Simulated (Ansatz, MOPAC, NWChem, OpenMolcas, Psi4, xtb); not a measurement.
## SiN2H6 (SMILES NN[SiH3]): the zero-point energy at each level's own minimum, rung by rung

The runs start from one conformer, not always the lowest.

SiN2H6, singlet, SMILES `NN[SiH3]`. Each level relaxes the structure for itself.

Each level gives the zero-point energy at each level's own minimum (kJ/mol). The values are calculated.

| level | kind | program | value (kJ/mol) |
| --- | --- | --- | --- |
| PM3 | semi-empirical | MOPAC | 170.7 |
| PM6-DH2 | semi-empirical | MOPAC | 163.4 |
| GFN2-xTB | semi-empirical | xtb | 169.9 |
| GFN1-xTB | semi-empirical | xtb | 170.7 |
| HF/3-21G | Hartree–Fock | OpenMolcas | 189.1 |
| HF/6-31G* (Cartesian functions) | Hartree–Fock | OpenMolcas | 193.1 |
| BP86/def2-SVP (density fitting) | GGA | Psi4 | 171.7 |
| B3LYP/6-311G** | global hybrid | NWChem | 178.3 |
| PBE0-D4/def2-TZVP | global hybrid | Ansatz | 178.6 |

Harmonic and unscaled. The values span 163.4 to 193.1 kJ/mol.

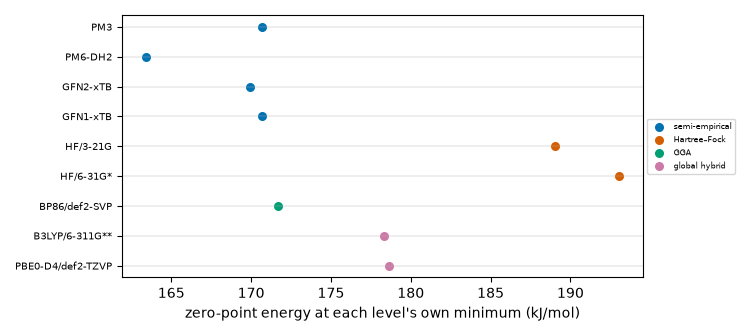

The values of the table, level by level.
